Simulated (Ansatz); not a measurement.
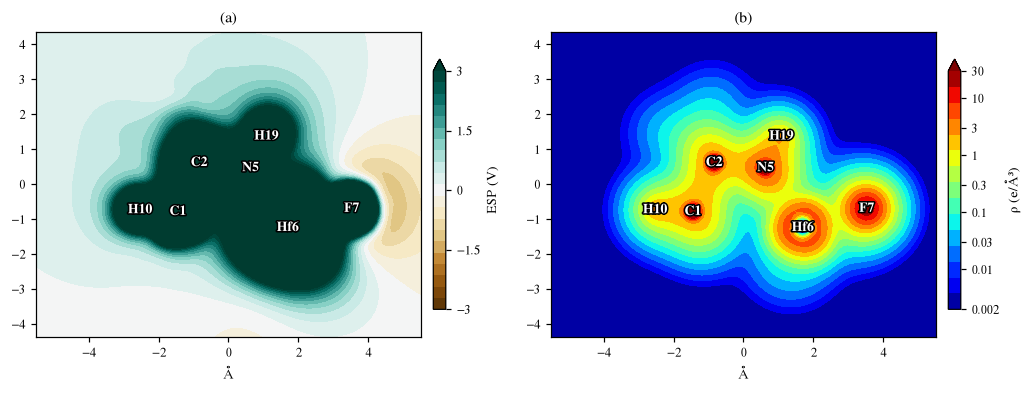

C₄H₁₀F₃HfN (SMILES CC(C)(C)[NH][Hf]([F])([F])[F]). (a) molecular electrostatic potential; (b) electron density on the plane of atoms C2, N5 and Hf6.

Geometry: PBE0-D4/def2-TZVP; core potentials replace the inner electrons of Hf.

All numbers below come from RKS PBE0-D4/def2-TZVPP in Ansatz.

```xyz
19

C     0.2810    0.9696   -0.9735
C    -0.3424   -0.2768   -0.3531
C     0.0700   -1.5104   -1.1513
C    -1.8626   -0.1425   -0.3447
N     0.1527   -0.3866    1.0199
Hf    1.4233    0.8457    1.9825
F     1.6318    0.1128    3.7294
F     0.6929    2.6159    2.0531
F     3.0980    0.9169    1.0539
H    -0.0551    1.1020   -2.0032
H    -0.0080    1.8724   -0.4235
H     1.3738    0.8941   -1.0001
H    -0.2866   -1.4488   -2.1828
H     1.1573   -1.6113   -1.1649
H    -0.3504   -2.4158   -0.7047
H    -2.1654    0.7410    0.2213
H    -2.3233   -1.0188    0.1198
H    -2.2557   -0.0562   -1.3610
H    -0.2312   -1.2033    1.4829
```

### What does the map show?

The plane passes through C, N, Hf, F and H nuclei. C–N (1.46 Å): ρ is about 1.9 e/Å³ halfway. C–C (1.53 Å): ρ at the midpoint is about 1.7 e/Å³. Hf–F (1.91 Å): ρ at the midpoint is about 0.93 e/Å³. Hf–N (2.01 Å): ρ at the midpoint is about 0.86 e/Å³. N–H (1.01 Å): ρ is about 2.8 e/Å³ halfway. Outside the dense part of the molecule the potential is most negative (−1.1 V) near F7.
